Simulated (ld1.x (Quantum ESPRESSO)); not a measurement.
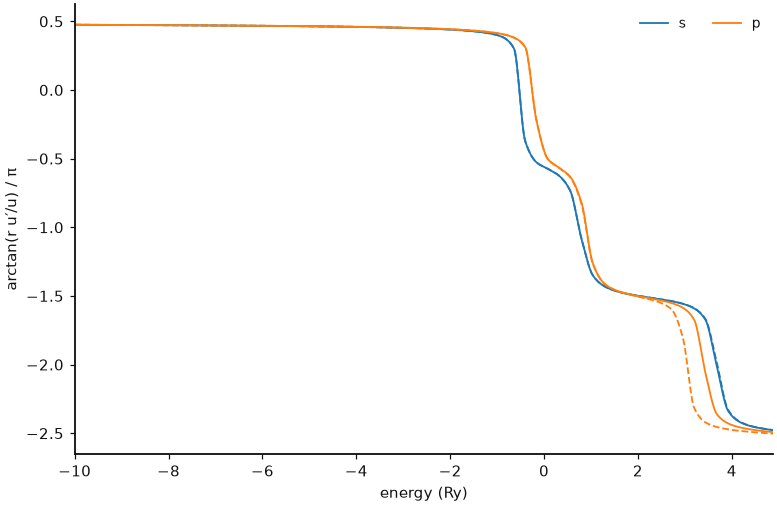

Unwrapped phase arctan(r u′/u) in units of π against energy, all-electron (solid) and pseudo (dashed); the pseudo phase is matched to the all-electron one at the reference energy. Here u = r R(r).

Input of ld1.x (Quantum ESPRESSO) 7.5:

```
 &input
   title='Be', zed=4., rel=1, dft='PBE', iswitch=3,
   config='[He] 2s2 2p0',
   nld=2, rlderiv=4.10, eminld=-10.0, emaxld=5.0, deld=0.04
 /
 &inputp
   pseudotype=3, lpaw=.true., tm=.true., lloc=-1, rcloc=1.95,
   nlcc=.false.,
   which_augfun='BESSEL', rmatch_augfun=0.65,
   file_pseudopw='Be.UPF', file_wfcaegen='ae.wfc', file_wfcncgen='nc.wfc', file_beta='beta', file_chi='chi', file_wfcusgen='us.wfc'
 /
4
1S  1  0   2.00   0.00  0.52  0.56  0.0
2S  2  0   2.00   0.00  0.52  0.56  0.0
2P  2  1   0.00   0.00  3.20  3.80  0.0
2P  2  1   0.00   1.25  3.20  3.80  0.0
 &test
   configts(1)='1s2 2s2 2p0'
 /
```

Command:
```bash
ld1.x < Be.in > Be.out
```

Functional and relativity: PBE, scalar-relativistic.

Q: How far from the reference energy is each channel transferable, at a tolerance of 0.05 rad?

A: s: up to about 3.6 Ry; p: up to about 2.5 Ry.

Q: Where are the poles, the energies at which the radial function vanishes at the test radius? (There the phase passes a half-integer multiple of π.)

A: s: all-electron at -0.2 and 2.0 Ry, pseudo at -0.2 and 2.0 Ry; p: all-electron at 0.1 and 2.0 Ry, pseudo at 0.1, 1.9 and 4.8 Ry.
